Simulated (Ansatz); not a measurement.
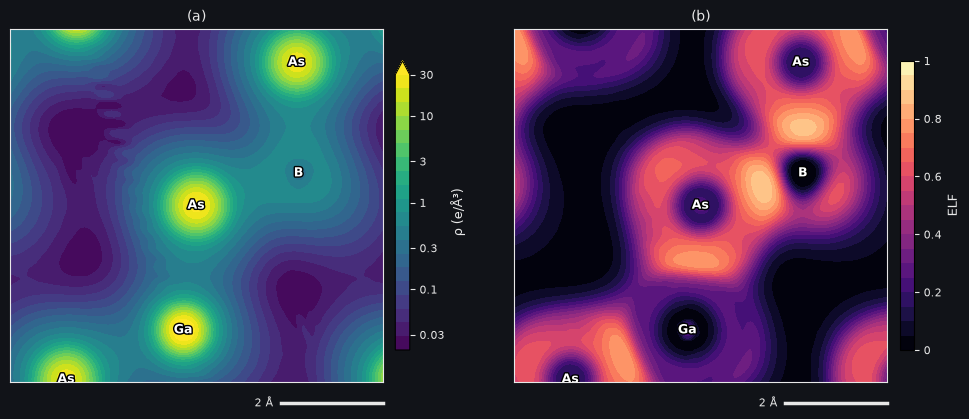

Ga2BAs3. (a) valence electron density; (b) ELF on the (010) plane of the conventional cell.

Space group Cc; a generated structure, not necessarily the stable one.

These are results of DFT PBE, scalar-relativistic, plane waves, PAW in Ansatz 0.2.0, not measurements.

Core electrons are frozen (PAW), and the valence fields are smoothed inside the atomic spheres.

The calculation's input:

```
crystal:
  lattice:
    - [3.3110930906, -5.7861419025, 0.0]
    - [3.3110930906, 5.7861419025, 0.0]
    - [-2.0869987195, 0.0, 6.2275417564]
  atoms:
    - { symbol: Ga, position: [0.5885527968, 0.4124878489, 0.9995096998] }
    - { symbol: Ga, position: [0.244317056, 0.7550517945, 0.9996596827] }
    - { symbol: Ga, position: [0.4124878489, 0.5885527968, 0.4995096998] }
    - { symbol: Ga, position: [0.7550517945, 0.244317056, 0.4996596827] }
    - { symbol: B, position: [0.928455356, 0.0767211271, 0.0043845807] }
    - { symbol: B, position: [0.0767211271, 0.928455356, 0.5043845807] }
    - { symbol: As, position: [0.2554504618, 0.4208241028, 0.1066673789] }
    - { symbol: As, position: [0.9640038941, 0.830782764, 0.1555908385] }
    - { symbol: As, position: [0.6616658101, 0.1116869878, 0.1091878194] }
    - { symbol: As, position: [0.830782764, 0.9640038941, 0.6555908385] }
    - { symbol: As, position: [0.4208241028, 0.2554504618, 0.6066673789] }
    - { symbol: As, position: [0.1116869878, 0.6616658101, 0.6091878194] }
basis:
  ecutwfc: 420
kpoints:
  mp_grid: { grid: [6, 6, 6] }
hamiltonian:
  xc: pbe
scf:
  occupations: { method: gaussian, width: 0.02 }
output:
  forces: true
  stress: true
  eigenvalues: true
  write_density: true
  write_potential: true
  elf: true
  volumetric_format: npy
relax:
  adjacent_minimum: "off"
  f_tol: 0.01
  max_steps: 80
  cell: { stress_tol: 0.05 }
```

Run with:

```sh
ansatz run input.yaml --threads 1 --pin off --max-ram 2560MiB --backend cpu --events-out ev --progress --plain --runs-dir out
```

Below, planes, directions and counts refer to the conventional cell (a = 6.63 Å, b = 11.58 Å, c = 6.57 Å, α = 90.00°, β = 108.63°, γ = 90.00°).

The fields are those of the run's last geometry, not of the input's.

What does the map show?

Answer. The plane passes through Ga, B and As nuclei.
B–As (2.11 Å): ρ is about 0.72 e/Å³ halfway; the ELF peaks at about 0.90 between the atoms; localised, covalent bonding.
Ga–As (2.46 Å): ρ at the midpoint is about 0.49 e/Å³; the ELF peaks at about 0.80 between the atoms; a covalent bond.
B–As (2.18 Å): ρ is about 0.65 e/Å³ halfway; the ELF peaks at about 0.90 between the atoms; a shared electron pair.
Ga–As (2.46 Å): ρ at the midpoint is about 0.49 e/Å³; the ELF peaks at about 0.80 between the atoms: a shared electron pair.
Between the atoms the lowest density in this plane is 0.005 e/Å³.
